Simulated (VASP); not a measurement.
Band structure of MnS (space group Fm-3m). Level of theory: PBE GGA, VASP's PBE PAW potentials (set 64) (plane waves; VASP).

The moments were started parallel, and other spin orders were not tried in this run.

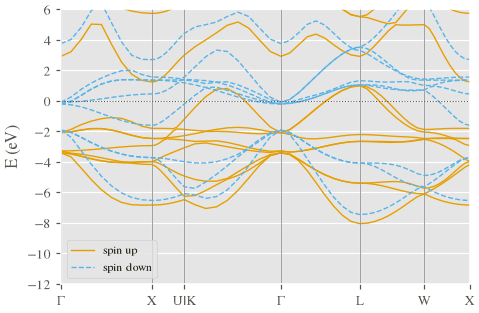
Bands along high-symmetry lines, zero at the valence-band maximum or, without a gap, the Fermi level

Problem. Read the plot: is there a gap, and where are the band edges?

Solution. It has no gap at this level: it comes out as a metal or semimetal.

The structure was generated: MnS was put into an ordered model structure, which need not be its known phase. The cell was not relaxed at this level.
